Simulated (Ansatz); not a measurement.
## Run report: CH₅AlF₂, geometry relaxation (part 1 of 2)

CH₅AlF₂, computed with RKS PBE-D4/6-31G* (Ansatz 0.2.0).

It belongs to a series of runs on one base structure; here: end point A relaxed. Figures and captions count atoms from 1; the log counts them from 0 in places.

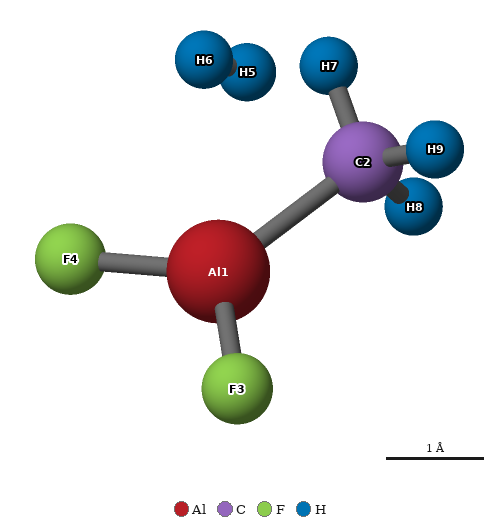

The input geometry (ball-and-stick view, seen at a tilt; atoms are numbered from 1 in the order of the input). Sticks mark near contacts. Bond lengths as drawn: Al–C 1.96 Å, Al–F 1.67 Å, C–H 1.10 to 1.11 Å and H–H 0.70 Å.

### Key numbers

```csv
quantity,value
outcome,converged
total energy,−13141.5482 eV
mean-field energy,−13141.4209 eV
largest force (length of the vector) at the end,0.029 eV/Å
hardware,"2 threads of Intel Xeon (Sapphire Rapids), 16 GiB of memory available, shared host"
wall time,24 s (CPU time 45 s)
peak memory,0.17 GiB
```

### Input
```yaml
crystal:
  periodic: [false, false, false]
  atoms:
    - { symbol: Al, position_ang: [-0.431578, 0.150132, -1.029243] }
    - { symbol: C, position_ang: [1.016359, 0.346356, 0.280266] }
    - { symbol: F, position_ang: [-0.52715, -1.160009, -2.056554] }
    - { symbol: F, position_ang: [-1.596762, 1.322996, -1.247434] }
    - { symbol: H, position_ang: [-0.892134, -0.764971, 1.16907] }
    - { symbol: H, position_ang: [-1.513686, -1.067428, 1.272267] }
    - { symbol: H, position_ang: [0.689483, 0.93526, 1.153293] }
    - { symbol: H, position_ang: [1.878224, 0.874201, -0.16787] }
    - { symbol: H, position_ang: [1.377245, -0.636538, 0.626107] }
basis:
  gaussian: { orbitals: "6-31G*" }
hamiltonian:
  xc: pbe
  dispersion: d4
relax:
  f_tol: 0.03
  max_steps: 50
output:
  orbitals: {}
```

Launched with:
```bash
ansatz run input.yaml --threads 2 --pin off --max-ram 3072MiB --backend cpu --events-out ev --progress --plain --runs-dir out
```

### What the program printed
```
The last accepted step is kept in [file] (removed where the run ends without a failure and the disk answers)
Engine: ansatz 0.2.0, x86_64-unknown-linux-gnu
Functional definition: PBE
  parameter kappa = 0.804
  parameter beta = 0.06672455060314922
  exchange = pbe_x(kappa = kappa, mu = beta*pi^2/3)
  correlation = pbe_c(beta = beta)
855 factors; their error is unknown
mean field evaluation 1: about -13131.7306 eV, gradient 7.0e1 eV
mean field evaluation 2: about -13111.6200 eV, gradient 1.2e2 eV
mean field evaluation 4: about -13141.1675 eV, gradient 7.9e0 eV
mean field evaluation 8: about -13141.3078 eV, gradient 3.4e-2 eV
mean field evaluation 16: about -13141.2695 eV, gradient 1.4e-5 eV
mean field -13141.26951483 eV, -482.9327471976 hartree, gradient 1.4e-5 eV, S^2 0.000000; 0 other end points of the search recorded, 0 dependent functions left out
the calculation of the forces begins
reference -13141.26956199 eV, -482.9327489309 hartree; 21, 21 occupied and 53, 53 virtual orbitals, 855 factors
relax step   1: F+E_penalty+E_count = -13141.39868098 eV  Δ(F+E_penalty+E_count) = +0.000e0 eV  max|allowed force component| = 2.100e0 eV/Å  Δτ_max = 0.0000 Å  (25 SCF iters, accepted)
these checks for a lower state are left out or cut short: starts, cluster_reference, orbital_swaps, neighbouring_geometries, increment
855 factors; their error is unknown
mean field -13141.37858821 eV, -482.9367555705 hartree, gradient 1.3e-5 eV, S^2 0.000000; 0 other end points of the search recorded, 0 dependent functions left out
[... from here on the field's lines of each further geometry are left out, up to the last ...]
relax step   2: F+E_penalty+E_count = -13141.50547869 eV  Δ(F+E_penalty+E_count) = -1.068e-1 eV  max|allowed force component| = 1.530e-1 eV/Å  Δτ_max = 0.1946 Å  (26 SCF iters, accepted)
relax step   3: F+E_penalty+E_count = -13141.51683412 eV  Δ(F+E_penalty+E_count) = -1.136e-2 eV  max|allowed force component| = 2.030e-1 eV/Å  Δτ_max = 0.1185 Å  (28 SCF iters, accepted)
relax step   4: F+E_penalty+E_count = -13141.51404721 eV  Δ(F+E_penalty+E_count) = +2.787e-3 eV  max|allowed force component| = 1.882e-1 eV/Å  Δτ_max = 0.0780 Å  (26 SCF iters, rejected (line search))
relax step   5: F+E_penalty+E_count = -13141.52050396 eV  Δ(F+E_penalty+E_count) = -3.670e-3 eV  max|allowed force component| = 6.886e-2 eV/Å  Δτ_max = 0.0380 Å  (27 SCF iters, accepted)
relax step   6: F+E_penalty+E_count = -13141.52491667 eV  Δ(F+E_penalty+E_count) = -4.413e-3 eV  max|allowed force component| = 6.027e-2 eV/Å  Δτ_max = 0.0982 Å  (26 SCF iters, accepted)
relax step   7: F+E_penalty+E_count = -13141.52855986 eV  Δ(F+E_penalty+E_count) = -3.643e-3 eV  max|allowed force component| = 3.245e-2 eV/Å  Δτ_max = 0.0815 Å  (26 SCF iters, accepted)
relax step   8: F+E_penalty+E_count = -13141.52524269 eV  Δ(F+E_penalty+E_count) = +3.317e-3 eV  max|allowed force component| = 5.037e-1 eV/Å  Δτ_max = 0.1953 Å  (26 SCF iters, rejected (line search))
relax step   9: F+E_penalty+E_count = -13141.53105562 eV  Δ(F+E_penalty+E_count) = -2.496e-3 eV  max|allowed force component| = 4.684e-2 eV/Å  Δτ_max = 0.0942 Å  (27 SCF iters, accepted)
relax step  10: F+E_penalty+E_count = -13141.53099554 eV  Δ(F+E_penalty+E_count) = +6.008e-5 eV  max|allowed force component| = 1.644e-1 eV/Å  Δτ_max = 0.0830 Å  (27 SCF iters, rejected (line search))
relax step  11: F+E_penalty+E_count = -13141.53143202 eV  Δ(F+E_penalty+E_count) = -3.764e-4 eV  max|allowed force component| = 2.912e-2 eV/Å  Δτ_max = 0.0415 Å  (27 SCF iters, accepted)
relax step  12: F+E_penalty+E_count = -13141.53156352 eV  Δ(F+E_penalty+E_count) = -1.315e-4 eV  max|allowed force component| = 1.946e-2 eV/Å  Δτ_max = 0.0312 Å  (27 SCF iters, accepted)
relax step  13: F+E_penalty+E_count = -13141.53160741 eV  Δ(F+E_penalty+E_count) = -4.389e-5 eV  max|allowed force component| = 1.053e-2 eV/Å  Δτ_max = 0.0074 Å  (27 SCF iters, accepted)
relax step  14: F+E_penalty+E_count = -13141.53166432 eV  Δ(F+E_penalty+E_count) = -5.691e-5 eV  max|allowed force component| = 4.500e-3 eV/Å  Δτ_max = 0.0103 Å  (22 SCF iters, accepted)
relax step  15: F+E_penalty+E_count = -13141.53168529 eV  Δ(F+E_penalty+E_count) = -2.096e-5 eV  max|allowed force component| = 1.886e-3 eV/Å  Δτ_max = 0.0060 Å  (21 SCF iters, accepted)
relax step  16: F+E_penalty+E_count = -13141.53165876 eV  Δ(F+E_penalty+E_count) = +2.653e-5 eV  max|allowed force component| = 1.260e-1 eV/Å  Δτ_max = 0.0528 Å  (27 SCF iters, rejected (line search))
relax step  17: F+E_penalty+E_count = -13141.53178859 eV  Δ(F+E_penalty+E_count) = -1.033e-4 eV  max|allowed force component| = 4.265e-2 eV/Å  Δτ_max = 0.0264 Å  (27 SCF iters, accepted)
relax step  18: F+E_penalty+E_count = -13141.53075221 eV  Δ(F+E_penalty+E_count) = +1.036e-3 eV  max|allowed force component| = 2.819e-1 eV/Å  Δτ_max = 0.0655 Å  (27 SCF iters, rejected (line search))
relax step  19: F+E_penalty+E_count = -13141.53185712 eV  Δ(F+E_penalty+E_count) = -6.853e-5 eV  max|allowed force component| = 4.127e-2 eV/Å  Δτ_max = 0.0084 Å  (21 SCF iters, accepted)
relax step  20: F+E_penalty+E_count = -13141.53230050 eV  Δ(F+E_penalty+E_count) = -4.434e-4 eV  max|allowed force component| = 1.161e-1 eV/Å  Δτ_max = 0.0488 Å  (27 SCF iters, accepted)
relax step  21: F+E_penalty+E_count = -13141.53151843 eV  Δ(F+E_penalty+E_count) = +7.821e-4 eV  max|allowed force component| = 3.129e-1 eV/Å  Δτ_max = 0.0731 Å  (27 SCF iters, rejected (line search))
relax step  22: F+E_penalty+E_count = -13141.53325018 eV  Δ(F+E_penalty+E_count) = -9.497e-4 eV  max|allowed force component| = 8.884e-2 eV/Å  Δτ_max = 0.0354 Å  (27 SCF iters, accepted)
relax step  23: F+E_penalty+E_count = -13141.53441856 eV  Δ(F+E_penalty+E_count) = -1.168e-3 eV  max|allowed force component| = 8.004e-2 eV/Å  Δτ_max = 0.0363 Å  (28 SCF iters, accepted)
relax step  24: F+E_penalty+E_count = -13141.53560660 eV  Δ(F+E_penalty+E_count) = -1.188e-3 eV  max|allowed force component| = 1.629e-1 eV/Å  Δτ_max = 0.0558 Å  (27 SCF iters, accepted)
relax step  25: F+E_penalty+E_count = -13141.53623468 eV  Δ(F+E_penalty+E_count) = -6.281e-4 eV  max|allowed force component| = 3.303e-1 eV/Å  Δτ_max = 0.0815 Å  (27 SCF iters, accepted)
relax step  26: F+E_penalty+E_count = -13141.54001410 eV  Δ(F+E_penalty+E_count) = -3.779e-3 eV  max|allowed force component| = 3.460e-1 eV/Å  Δτ_max = 0.0890 Å  (28 SCF iters, accepted)
relax step  27: F+E_penalty+E_count = -13141.54550713 eV  Δ(F+E_penalty+E_count) = -5.493e-3 eV  max|allowed force component| = 1.465e-1 eV/Å  Δτ_max = 0.0794 Å  (27 SCF iters, accepted)
relax step  28: F+E_penalty+E_count = -13141.54754469 eV  Δ(F+E_penalty+E_count) = -2.038e-3 eV  max|allowed force component| = 5.857e-2 eV/Å  Δτ_max = 0.0874 Å  (28 SCF iters, accepted)
the calculation of the forces begins
reference -13141.42094634 eV, -482.9383122028 hartree; 21, 21 occupied and 53, 53 virtual orbitals, 855 factors
relax step  29: F+E_penalty+E_count = -13141.54819132 eV  Δ(F+E_penalty+E_count) = -6.466e-4 eV  max|allowed force component| = 2.078e-2 eV/Å  Δτ_max = 0.0443 Å  (28 SCF iters, accepted)
855 factors; their error is unknown
mean field evaluation 224: about -13141.4209 eV, gradient 4.5e-3 eV
```

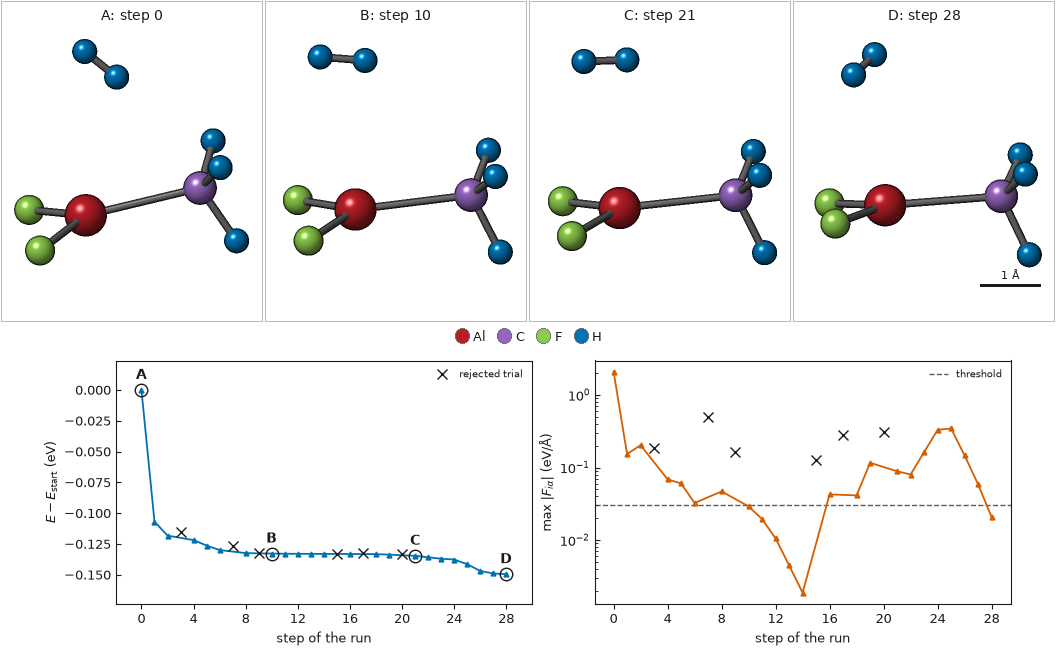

Frames of the relaxation (ball-and-stick view, seen at a tilt) above the curves, on which the letters mark them (the first geometry is step 0 here and step 1 in the log).

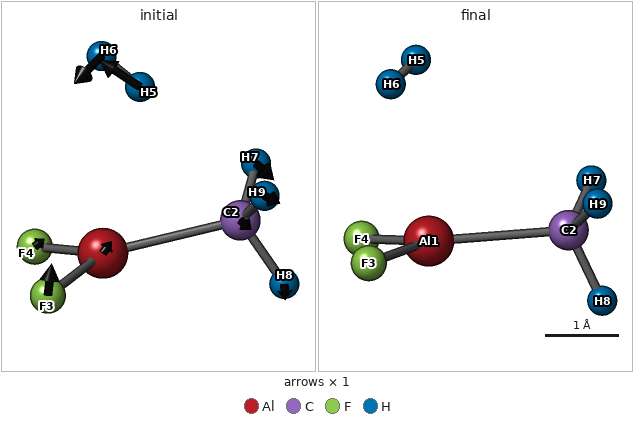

Before (left) and after (right) the relaxation, at one scale (ball-and-stick view, seen at a tilt). The black arrows give the displacements, at true length. After 28 geometry steps the energy has fallen by 0.150 eV. The largest force component goes from 2.1 to 0.021 eV/Å. The line search rejected the trial steps at points 3, 7, 9, 15, 17, 20 (counted from 0) and went back. The largest move after the best rigid fit is that of H5, 0.69 Å. Largest moves by element: H 0.69 Å, F 0.45 Å, C 0.22 Å, Al 0.21 Å. Distances before and after: H5–H6 0.699 → 0.755 Å, Al1–C2 1.962 → 1.946 Å, Al1–F3 1.668 → 1.672 Å. (Atoms are counted from 1 in the order of the input.)

```
mean field -13141.42089902 eV, -482.9383104640 hartree, gradient 1.3e-5 eV, S^2 0.000000; 1 other end points of the search recorded, 0 dependent functions left out
the calculation of the forces begins
reference -13141.42094634 eV, -482.9383122028 hartree; 21, 21 occupied and 53, 53 virtual orbitals, 855 factors
Total energy: -13141.54823864 eV, -482.9429901085 hartree
Atom 0 at    -0.417009     0.152218    -0.813691 Å, force    -0.005338    -0.010547    -0.020785 eV/Å
Atom 1 at     1.201666     0.455883     0.222462 Å, force    -0.005831    -0.001275     0.002456 eV/Å
Atom 2 at    -0.703110    -1.274580    -1.636646 Å, force     0.009131     0.012083     0.011979 eV/Å
Atom 3 at    -1.549630     1.354619    -1.049460 Å, force     0.003160    -0.000195     0.006693 eV/Å
Atom 4 at    -1.549245    -0.856500     1.257113 Å, force    -0.003511    -0.018520    -0.020251 eV/Å
Atom 5 at    -1.582633    -1.395799     0.729181 Å, force     0.000589     0.020301     0.020289 eV/Å
Atom 6 at     1.006666     1.133394     1.071076 Å, force     0.004143    -0.002189     0.001396 eV/Å
Atom 7 at     1.987596     0.922195    -0.396945 Å, force    -0.005704    -0.001161    -0.002789 eV/Å
Atom 8 at     1.605701    -0.491430     0.616812 Å, force     0.003363     0.001503     0.001013 eV/Å
Dipole moment:     0.301359    -0.003248     0.341424 e Å
```

### Trajectory as extended XYZ (Å, eV, eV/Å), 29 frames, from step=1 to step=29
```
9
Properties=species:S:1:pos:R:3:forces:R:3 step=1 energy=-13141.39868
Al   -0.4316    0.1501   -1.0292    0.1716   0.0188   0.1680
C     1.0164    0.3464    0.2803    0.0884   0.1345  -0.2960
F    -0.5272   -1.1600   -2.0566    0.0016   0.0016   0.0051
F    -1.5968    1.3230   -1.2474    0.0029  -0.0015   0.0044
H    -0.8921   -0.7650    1.1691    1.8508   0.8749  -0.2298
H    -1.5137   -1.0674    1.2723   -2.1001  -1.0196   0.3401
H     0.6895    0.9353    1.1533   -0.0053   0.0012  -0.0021
H     1.8782    0.8742   -0.1679   -0.0061  -0.0080   0.0115
H     1.3772   -0.6365    0.6261   -0.0039  -0.0018  -0.0012
9
Properties=species:S:1:pos:R:3:forces:R:3 step=2 energy=-13141.50548
Al   -0.3899    0.1708   -1.0370    0.0219  -0.0282   0.1131
C     1.0726    0.3833    0.2417   -0.0256   0.0205  -0.1005
F    -0.5119   -1.1586   -2.0374    0.0194   0.0219  -0.0024
F    -1.5806    1.3234   -1.2288    0.0275   0.0030  -0.0083
H    -1.0045   -0.8445    1.2618    0.0718   0.0215   0.0285
H    -1.6869   -1.1519    1.2997   -0.1530  -0.0621  -0.0130
H     0.7412    0.9689    1.1159    0.0227   0.0107  -0.0045
H     1.9330    0.9096   -0.2072   -0.0070  -0.0008  -0.0097
H     1.4270   -0.6012    0.5912    0.0224   0.0135  -0.0032
9
Properties=species:S:1:pos:R:3:forces:R:3 step=3 energy=-13141.51683
Al   -0.3802    0.1712   -1.0248    0.0468   0.0097   0.0294
C     1.1014    0.4013    0.2252   -0.0566  -0.0164  -0.0270
F    -0.4961   -1.1526   -2.0335    0.0016   0.0071   0.0203
F    -1.5640    1.3295   -1.2253    0.0100  -0.0125   0.0143
H    -1.0819   -0.9013    1.3312   -0.2030  -0.0870  -0.0024
H    -1.7820   -1.1928    1.2970    0.1734   0.0798  -0.0150
H     0.7845    0.9936    1.1004    0.0259   0.0020  -0.0048
H     1.9487    0.9286   -0.2469   -0.0170  -0.0027  -0.0162
H     1.4696   -0.5775    0.5766    0.0189   0.0200   0.0012
9
Properties=species:S:1:pos:R:3:forces:R:3 step=4 energy=-13141.51405 accepted=F
Al   -0.3564    0.1816   -1.0252   -0.1882  -0.1410   0.1816
C     1.1123    0.4051    0.2273    0.1285   0.0720  -0.0464
F    -0.4910   -1.1585   -2.0085    0.0332   0.0235  -0.0404
F    -1.5593    1.3235   -1.1988    0.0325   0.0286  -0.0373
H    -1.1449   -0.9377    1.3594    0.0602   0.0237   0.0072
H    -1.8390   -1.2054    1.2587   -0.0751  -0.0238  -0.0267
H     0.8338    1.0134    1.1048   -0.0293   0.0070  -0.0682
H     1.9261    0.9352   -0.3011    0.0714  -0.0001   0.0966
H     1.5183   -0.5572    0.5834   -0.0332   0.0102  -0.0666
9
Properties=species:S:1:pos:R:3:forces:R:3 step=5 energy=-13141.52050
Al   -0.3770    0.1687   -1.0128   -0.0003  -0.0108   0.0306
C     1.1085    0.4043    0.2252    0.0081   0.0082  -0.0139
F    -0.4932   -1.1555   -2.0203    0.0002  -0.0009   0.0097
F    -1.5611    1.3264   -1.2116    0.0018  -0.0042   0.0092
H    -1.1117   -0.9174    1.3406   -0.0689  -0.0285  -0.0039
H    -1.8097   -1.1966    1.2713    0.0479   0.0261  -0.0167
H     0.8088    1.0045    1.1011    0.0107  -0.0023  -0.0161
H     1.9415    0.9330   -0.2717   -0.0017  -0.0044   0.0105
H     1.4939   -0.5674    0.5780    0.0022   0.0169  -0.0094
9
Properties=species:S:1:pos:R:3:forces:R:3 step=6 energy=-13141.52492
Al   -0.3827    0.1532   -0.9738    0.0284   0.0194  -0.0141
C     1.1297    0.4139    0.2239    0.0263   0.0177  -0.0199
F    -0.4975   -1.1695   -1.9833   -0.0148  -0.0156   0.0200
F    -1.5652    1.3124   -1.1736   -0.0161  -0.0126   0.0212
H    -1.1606   -0.9424    1.3535   -0.0603  -0.0185  -0.0232
H    -1.8545   -1.1879    1.1844    0.0523   0.0241  -0.0045
H     0.8517    1.0248    1.0993    0.0094  -0.0102  -0.0086
H     1.9420    0.9442   -0.3069   -0.0236  -0.0192   0.0276
H     1.5370   -0.5487    0.5764   -0.0017   0.0150   0.0014
9
Properties=species:S:1:pos:R:3:forces:R:3 step=7 energy=-13141.52856
Al   -0.3803    0.1469   -0.9503   -0.0324  -0.0104  -0.0114
C     1.1497    0.4237    0.2205    0.0227   0.0076   0.0060
F    -0.5150   -1.1903   -1.9397    0.0047   0.0149   0.0243
F    -1.5823    1.2907   -1.1303    0.0181  -0.0172   0.0138
H    -1.1953   -0.9526    1.3385   -0.0014   0.0023  -0.0086
H    -1.8776   -1.1740    1.1074    0.0025   0.0055  -0.0140
H     0.8811    1.0373    1.0969   -0.0016   0.0007  -0.0093
H     1.9554    0.9529   -0.3195   -0.0096  -0.0066   0.0073
H     1.5642   -0.5345    0.5763   -0.0030   0.0031  -0.0082
9
Properties=species:S:1:pos:R:3:forces:R:3 step=8 energy=-13141.52524 accepted=F
Al   -0.3952    0.1188   -0.8821   -0.0576  -0.0174  -0.0296
C     1.1755    0.4335    0.2250    0.0063  -0.0042   0.0266
F    -0.5491   -1.2318   -1.8531    0.0203   0.0435   0.0336
F    -1.6158    1.2475   -1.0440    0.0498  -0.0257   0.0104
H    -1.2314   -0.9538    1.2970   -0.5037  -0.1224  -0.3035
H    -1.8859   -1.1191    0.9202    0.5036   0.1230   0.3008
H     0.9321    1.0572    1.1021   -0.0050   0.0065  -0.0209
H     1.9574    0.9615   -0.3495   -0.0098  -0.0060   0.0046
H     1.6123   -0.5139    0.5844   -0.0039   0.0028  -0.0219
9
Properties=species:S:1:pos:R:3:forces:R:3 step=9 energy=-13141.53106
Al   -0.3910    0.1292   -0.9090   -0.0353  -0.0084  -0.0237
C     1.1619    0.4273    0.2258    0.0124   0.0023   0.0117
F    -0.5339   -1.2141   -1.8894    0.0079   0.0154   0.0188
F    -1.6006    1.2664   -1.0804    0.0194  -0.0120   0.0096
H    -1.2057   -0.9391    1.2865   -0.0456  -0.0151  -0.0141
H    -1.8800   -1.1477    1.0171    0.0468   0.0177   0.0076
H     0.9070    1.0474    1.1019    0.0023  -0.0004  -0.0089
H     1.9534    0.9559   -0.3349   -0.0074  -0.0052   0.0055
H     1.5889   -0.5253    0.5823   -0.0006   0.0057  -0.0065
```
